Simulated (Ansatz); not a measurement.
Crystal: Sc, coordinates from a relaxation with Ansatz 0.2.0, DFT, r2SCAN, plane waves (500 eV) with PAW, scalar-relativistic; the starting structure was generated, so it need not be a known form of this composition.

Space group P6_3/mmc (No. 194). a = 3.290 Å, b = 3.290 Å, c = 10.745 Å, α = 90.00°, β = 90.00°, γ = 120.00°
```csv
atom,site,symmetry,x,y,z
Sc,2a,-3m.,0.0000,0.0000,0.0000
Sc,2c,-6m2,0.3333,0.6667,0.2500
```

What does its first Brillouin zone look like, and which path through it is standard?

Answer. It has a primitive hexagonal lattice (hP; extended symbol hP2). The zone is a hexagonal prism in its combinatorial type: 8 faces (6 with 4 edges, 2 with 6 edges), 18 edges, 12 vertices. Path: Γ–M–K–Γ–A–L–H–A | L–M | H–K.

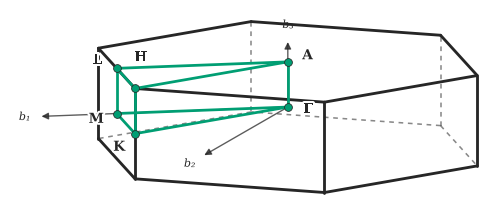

Labels and path follow the convention of Hinuma et al. (2017), as computed by seekpath; the arrows show the directions of the reciprocal primitive vectors b₁, b₂, b₃, in which coordinates are given; lengths include the factor 2π.

```
point   k₁   k₂   k₃  length of k (1/Å)
    Γ    0    0    0              0.000
    A    0    0  1/2              0.292
    K  1/3  1/3    0              1.273
    H  1/3  1/3  1/2              1.306
    M  1/2    0    0              1.102
    L  1/2    0  1/2              1.141
```
